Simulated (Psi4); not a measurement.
# Run report: BH, frequency calculation (part 1 of 4)

System: BH (borane(1)), SMILES [BH].
Method: CAM-B3LYP/cc-pVDZ, RKS (Psi4 1.11).

The geometry was optimised with CAM-B3LYP/cc-pVDZ.

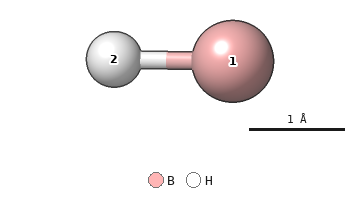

*The structure as given in the input (ball-and-stick view, seen at a tilt; atoms are numbered from 1 in the order of the input).*

Bond lengths as drawn: B–H 1.25 Å.

## Input (calc.inp)
```
memory 1600 mb

molecule {
  0 1
  B      0.000000     0.000000    -0.001638
  H      0.000000     0.000000     1.250291
  units angstrom
  symmetry c1
}

set basis cc-pVDZ
set puream true
set scf_type pk
set dft_radial_points 250
set dft_spherical_points 1202
set rotational_symmetry_number 1

energy_value, wavefunction = frequencies("cam-b3lyp", return_wfn=True)
```

Run on 1 thread of AMD EPYC (Zen 3), 24 GiB of memory available, shared host.

Launched with:
```bash
psi4 calc.inp calc.out -n 1
```

## The program's output
```
Psi4 1.11 release

         ----------------------------------------------------------
                                   FINDIF
         ----------------------------------------------------------

  Using finite-differences of gradients to determine vibrational frequencies and
  normal modes. Resulting frequencies are only valid at stationary points.
    Generating geometries for use with 3-point formula.
    Displacement size will be 5.00e-03.
    Number of atoms is 2.
    Number of irreps is 1.
    Number of SALCs is 3.
    Translations projected? 1. Rotations projected? 0.
    Index of SALCs per irrep:
      1 :  0  1  2
    Number of SALCs per irrep:
      Irrep 1: 3
    Number of geometries (including reference) is 7.
    Number of displacements per irrep:
      Irrep 1: 6
 7 displacements needed ...

  //>>>>>>>>>>>>>>>>>>>>>>>>>>>>>>>>>>>//
  //    FiniteDifference Computations  //
  //<<<<<<<<<<<<<<<<<<<<<<<<<<<<<<<<<<<//

    -----------------------------------------------------------------------
                               Psi4 1.11 release

    h
    h
    h

    -----------------------------------------------------------------------

    Memory:     1.5 GiB
    Threads:    1
                ecpint, einsums, f̶o̶r̶t̶e̶, gauxc, gcp, g̶d̶m̶a̶, geometric, g̶p̶u̶_̶d̶f̶c̶c̶,
                i̶n̶t̶e̶g̶r̶a̶t̶o̶r̶x̶x̶, i̶p̶i̶, libefp, m̶d̶i̶, m̶p̶2̶d̶, m̶r̶c̶c̶, ooo,
                o̶p̶e̶n̶f̶e̶r̶m̶i̶o̶n̶p̶s̶i̶4̶, pcmsolver, p̶s̶i̶4̶f̶o̶c̶k̶c̶i̶, p̶s̶i̶x̶a̶s̶,
                p̶y̶e̶i̶n̶s̶u̶m̶s̶, r̶e̶s̶p̶, s̶i̶m̶i̶n̶t̶, s̶n̶s̶m̶p̶2̶,
                v̶2̶r̶d̶m̶_̶c̶a̶s̶s̶c̶f̶

gradient() will perform analytic gradient computation.

   => Loading Basis Set <=

    Name: CC-PVDZ
    Role: ORBITAL
    Keyword: BASIS

         ---------------------------------------------------------
                                   SCF
                              RKS Reference
                        1 Threads,   1525 MiB Core
         ---------------------------------------------------------

  ==> Geometry <==

    Molecular point group: c1
    Full point group: C_inf_v

    Geometry (in Bohr), charge = 0, multiplicity = 1:

       Center              X                  Y                   Z               Mass
    ------------   -----------------  -----------------  -----------------  -----------------
         B            0.000000000000     0.000000000000    -0.198409715543    11.009305360000
         H            0.000000000000     0.000000000000     2.167393222976     1.007825032230

  Running in c1 symmetry.

  Rotational constants: A = ************  B =     11.64911  C =     11.64911 [cm^-1]
  Rotational constants: A = ************  B = 349231.58477  C = 349231.58477 [MHz]
  Nuclear repulsion =    2.113447370697539

  Charge       = 0
  Multiplicity = 1
  Electrons    = 6
  Nalpha       = 3
  Nbeta        = 3

  ==> Algorithm <==

  SCF Algorithm Type is PK.
  DIIS enabled.
  MOM disabled.
  Fractional occupation disabled.
  Guess Type is SAD.
  Energy threshold   = 1.00e-08
  Density threshold  = 1.00e-08
  Integral threshold = 1.00e-12

  ==> Primary Basis <==

  Basis Set: CC-PVDZ
    Blend: CC-PVDZ
    Number of shells: 9
    Number of basis functions: 19
    Number of Cartesian functions: 20
    Spherical Harmonics?: true
    Max angular momentum: 2

  ==> DFT Potential <==

   => LibXC <=

    Version 7.1.2

   => Composite Functional: CAM-B3LYP <=

    CAM-B3LYP Hyb-GGA Exchange-Correlation Functional

    Deriv               =              1
    GGA                 =           TRUE
    Meta                =          FALSE

    Exchange Hybrid     =           TRUE
    MP2 Hybrid          =          FALSE

   => Exchange Functionals <=

    0.3500         Becke 88 [omega = 0.3300]
    0.4600   Short-range recipe for B88 functional - erf [omega = 0.3300]

   => Exact (HF) Exchange <=

    0.4600            HF,LR [omega = 0.3300]
    0.1900               HF

   => Correlation Functionals <=

    0.1900   Vosko, Wilk & Nusair (VWN5)
    0.8100   Lee, Yang & Parr

   => LibXC Density Thresholds  <==

    XC_HYB_GGA_XC_CAM_B3LYP:  1.00E-14

   => Molecular Quadrature <=

    Radial Scheme          =       TREUTLER
    Pruning Scheme         =           NONE
    Nuclear Scheme         =       TREUTLER

    Blocking Scheme        =         OCTREE
    BS radius alpha        =              1
    Pruning alpha          =              1
    Radial Points          =            250
    Spherical Points       =           1202
    Total Points           =         572387
    Total Blocks           =           3968
    Max Points             =            256
    Max Functions          =             19
    Weights Tolerance      =       1.00E-15

  ==> Integral Setup <==

  Using in-core PK algorithm.
   Calculation information:
      Number of atoms:                   2
      Number of AO shells:               9
      Number of primitives:             27
      Number of atomic orbitals:        20
      Number of basis functions:        19

      Integral cutoff                 1.00e-12
      Number of threads:                 1

  Performing in-core PK
  Using 54435 doubles for integral storage.
  We computed 1035 shell quartets total.
  Whereas there are 1035 unique shell quartets.

  Computing range-separated integrals for PK
  We computed 1035 wK shell quartets total.
  Whereas there are 1035 wK unique shell quartets.

  ==> DiskJK: Disk-Based J/K Matrices <==

    J tasked:                  Yes
    K tasked:                  Yes
    wK tasked:                 Yes
    Omega:               3.300E-01
    Memory [MiB]:              824
    Schwarz Cutoff:          1E-12

  Cached 100.0% of DFT collocation blocks in 0.312 [GiB].

  Minimum eigenvalue in the overlap matrix is 2.8045485675E-02.
  Reciprocal condition number of the overlap matrix is 9.0703768441E-03.
    Using symmetric orthogonalization.

  ==> Pre-Iterations <==

  SCF Guess: Superposition of Atomic Densities via on-the-fly atomic UHF (no occupation information).

   -------------------------
    Irrep   Nso     Nmo
   -------------------------
     A         19      19
   -------------------------
    Total      19      19
   -------------------------

  ==> Iterations <==

                        Total Energy        Delta E     RMS |[F,P]|

   @RKS iter SAD:   -24.74773344321986   -2.47477e+01   0.00000e+00
   @RKS iter   1:   -25.26062758110011   -5.12894e-01   3.34470e-03 DIIS/ADIIS
   @RKS iter   2:   -25.26455000515344   -3.92242e-03   6.24563e-04 DIIS/ADIIS
   @RKS iter   3:   -25.26465685102879   -1.06846e-04   9.71025e-05 DIIS
   @RKS iter   4:   -25.26466043496284   -3.58393e-06   1.30777e-05 DIIS
   @RKS iter   5:   -25.26466049667943   -6.17166e-08   9.09840e-07 DIIS
   @RKS iter   6:   -25.26466049715328   -4.73854e-10   1.29280e-07 DIIS
   @RKS iter   7:   -25.26466049716286   -9.57812e-12   1.97882e-08 DIIS
   @RKS iter   8:   -25.26466049716312   -2.62901e-13   6.23530e-10 DIIS
  Energy and wave function converged.

  ==> Post-Iterations <==

   Electrons on quadrature grid:
      Ntotal   =    6.0000000000 ; deviation = -2.345e-11

    Orbital Energies [Eh]
    ---------------------

    Doubly Occupied:

       1A     -6.920370     2A     -0.549498     3A     -0.292642

    Virtual:

       4A     -0.036142     5A     -0.036142     6A      0.173018
       7A      0.306072     8A      0.354338     9A      0.354338
      10A      0.430339    11A      0.648619    12A      0.733036
      13A      0.733036    14A      0.770807    15A      0.770807
      16A      1.178173    17A      1.640865    18A      1.640865
      19A      2.169912

    Final Occupation by Irrep:
              A
    DOCC [     3 ]
    NA   [     3 ]
    NB   [     3 ]

  @RKS Final Energy:   -25.26466049716312

   => Energetics <=

    Nuclear Repulsion Energy =              2.1134473706975392
    One-Electron Energy =                 -37.1664880700314413
    Two-Electron Energy =                  12.8193824206429330
    DFT Exchange-Correlation Energy =      -3.0310022184721523
    Empirical Dispersion Energy =           0.0000000000000000
    VV10 Nonlocal Energy =                  0.0000000000000000
    Total Energy =                        -25.2646604971631277

Computation Completed

Properties will be evaluated at   0.000000,   0.000000,   0.000000 [a0]

Properties computed using the SCF density matrix

 Multipole Moments:

 ------------------------------------------------------------------------------------
     Multipole            Electronic (a.u.)      Nuclear  (a.u.)        Total (a.u.)
 ------------------------------------------------------------------------------------

 L = 1.  Multiply by 2.5417464519 to convert [e a0] to [Debye]
 Dipole X            :         -0.0000000            0.0000000           -0.0000000
 Dipole Y            :          0.0000000            0.0000000            0.0000000
 Dipole Z            :         -0.5801195            1.1753446            0.5952251
 Magnitude           :                                                    0.5952251

 ------------------------------------------------------------------------------------

	total time  =          7 seconds =       0.12 minutes

         ------------------------------------------------------------
                                   SCF GRAD
         ------------------------------------------------------------

  ==> Geometry <==

    Molecular point group: c1
    Full point group: C_inf_v

    Geometry (in Bohr), charge = 0, multiplicity = 1:

       Center              X                  Y                   Z               Mass
    ------------   -----------------  -----------------  -----------------  -----------------
         B            0.000000000000     0.000000000000    -0.198409715543    11.009305360000
         H            0.000000000000     0.000000000000     2.167393222976     1.007825032230

  Nuclear repulsion =    2.113447370697539

  ==> Basis Set <==

  Basis Set: CC-PVDZ
    Blend: CC-PVDZ
    Number of shells: 9
    Number of basis functions: 19
    Number of Cartesian functions: 20
    Spherical Harmonics?: true
    Max angular momentum: 2

  ==> DirectJKGrad: Integral-Direct SCF Gradients <==

    Gradient:                    1
    J tasked:                  Yes
    K tasked:                  Yes
    wK tasked:                 Yes
    Omega:               3.300E-01
    Integrals threads:           1
    Schwarz Cutoff:          1E-12

   => Molecular Quadrature <=

    Radial Scheme          =       TREUTLER
    Pruning Scheme         =           NONE
    Nuclear Scheme         =       TREUTLER

    Blocking Scheme        =         OCTREE
    BS radius alpha        =              1
    Pruning alpha          =              1
    Radial Points          =            250
    Spherical Points       =           1202
    Total Points           =         572387
    Total Blocks           =           3968
    Max Points             =            256
    Max Functions          =             19
    Weights Tolerance      =       1.00E-15

  -Total Gradient:
     Atom            X                  Y                   Z
    ------   -----------------  -----------------  -----------------
       1        0.000000000000    -0.000000000000     0.000001305212
       2       -0.000000000000    -0.000000000000    -0.000001306768

	total time  =          1 seconds =       0.02 minutes

    Psi4 run time: 0:00:08.23

    -----------------------------------------------------------------------
                               Psi4 1.11 release

    h
    h
    h

    -----------------------------------------------------------------------

    Memory:     1.5 GiB
    Threads:    1
                ecpint, einsums, f̶o̶r̶t̶e̶, gauxc, gcp, g̶d̶m̶a̶, geometric, g̶p̶u̶_̶d̶f̶c̶c̶,
                i̶n̶t̶e̶g̶r̶a̶t̶o̶r̶x̶x̶, i̶p̶i̶, libefp, m̶d̶i̶, m̶p̶2̶d̶, m̶r̶c̶c̶, ooo,
                o̶p̶e̶n̶f̶e̶r̶m̶i̶o̶n̶p̶s̶i̶4̶, pcmsolver, p̶s̶i̶4̶f̶o̶c̶k̶c̶i̶, p̶s̶i̶x̶a̶s̶,
                p̶y̶e̶i̶n̶s̶u̶m̶s̶, r̶e̶s̶p̶, s̶i̶m̶i̶n̶t̶, s̶n̶s̶m̶p̶2̶,
                v̶2̶r̶d̶m̶_̶c̶a̶s̶s̶c̶f̶

gradient() will perform analytic gradient computation.

  ==> Geometry <==

    Molecular point group: c1
    Full point group: C_inf_v

    Geometry (in Bohr), charge = 0, multiplicity = 1:

       Center              X                  Y                   Z               Mass
    ------------   -----------------  -----------------  -----------------  -----------------
         B           -0.000436397475     0.000000000000    -0.198409715543    11.009305360000
         H            0.004767130116     0.000000000000     2.167393222976     1.007825032230

  Running in c1 symmetry.

  Rotational constants: A = ************  B =     11.64906  C =     11.64906 [cm^-1]
  Rotational constants: A = ************  B = 349229.89530  C = 349229.89530 [MHz]
  Nuclear repulsion =    2.113442258607957

  Charge       = 0
  Multiplicity = 1
  Electrons    = 6
  Nalpha       = 3
  Nbeta        = 3

   => Molecular Quadrature <=

    Radial Scheme          =       TREUTLER
    Pruning Scheme         =           NONE
    Nuclear Scheme         =       TREUTLER

    Blocking Scheme        =         OCTREE
    BS radius alpha        =              1
    Pruning alpha          =              1
    Radial Points          =            250
    Spherical Points       =           1202
    Total Points           =         572387
    Total Blocks           =           3951
    Max Points             =            256
    Max Functions          =             19
    Weights Tolerance      =       1.00E-15

  ==> DiskJK: Disk-Based J/K Matrices <==

    J tasked:                  Yes
    K tasked:                  Yes
    wK tasked:                 Yes
    Omega:               3.300E-01
    Memory [MiB]:              824
    Schwarz Cutoff:          1E-12

  Cached 100.0% of DFT collocation blocks in 0.312 [GiB].

  Minimum eigenvalue in the overlap matrix is 2.8045681202E-02.
  Reciprocal condition number of the overlap matrix is 9.0704452625E-03.
    Using symmetric orthogonalization.

  ==> Iterations <==

                        Total Energy        Delta E     RMS |[F,P]|

   @RKS iter SAD:   -24.74773302792776   -2.47477e+01   0.00000e+00
   @RKS iter   1:   -25.26062760549782   -5.12895e-01   3.34469e-03 DIIS/ADIIS
   @RKS iter   2:   -25.26455000613047   -3.92240e-03   6.24560e-04 DIIS/ADIIS
   @RKS iter   3:   -25.26465685101659   -1.06845e-04   9.71027e-05 DIIS
   @RKS iter   4:   -25.26466043496692   -3.58395e-06   1.30777e-05 DIIS
   @RKS iter   5:   -25.26466049668368   -6.17168e-08   9.09843e-07 DIIS
   @RKS iter   6:   -25.26466049715758   -4.73904e-10   1.29280e-07 DIIS
   @RKS iter   7:   -25.26466049716714   -9.55325e-12   1.97883e-08 DIIS
   @RKS iter   8:   -25.26466049716739   -2.59348e-13   6.23528e-10 DIIS
  Energy and wave function converged.

  ==> Post-Iterations <==

   Electrons on quadrature grid:
      Ntotal   =    6.0000000000 ; deviation = -2.345e-11

    Final Occupation by Irrep:
              A
    DOCC [     3 ]
    NA   [     3 ]
    NB   [     3 ]

  @RKS Final Energy:   -25.26466049716739

   => Energetics <=

    Nuclear Repulsion Energy =              2.1134422586079569
    One-Electron Energy =                 -37.1664785093968462
    Two-Electron Energy =                  12.8193773694458528
    DFT Exchange-Correlation Energy =      -3.0310016158243558
    Empirical Dispersion Energy =           0.0000000000000000
    VV10 Nonlocal Energy =                  0.0000000000000000
    Total Energy =                        -25.2646604971673945

Computation Completed

Properties will be evaluated at   0.000000,   0.000000,   0.000000 [a0]

Properties computed using the SCF density matrix

 Multipole Moments:

 ------------------------------------------------------------------------------------
     Multipole            Electronic (a.u.)      Nuclear  (a.u.)        Total (a.u.)
 ------------------------------------------------------------------------------------

 L = 1.  Multiply by 2.5417464519 to convert [e a0] to [Debye]
 Dipole X            :         -0.0012760            0.0025851            0.0013092
 Dipole Y            :         -0.0000000            0.0000000           -0.0000000
 Dipole Z            :         -0.5801244            1.1753446            0.5952202
 Magnitude           :                                                    0.5952217

 ------------------------------------------------------------------------------------

	total time  =          7 seconds =       0.12 minutes
```
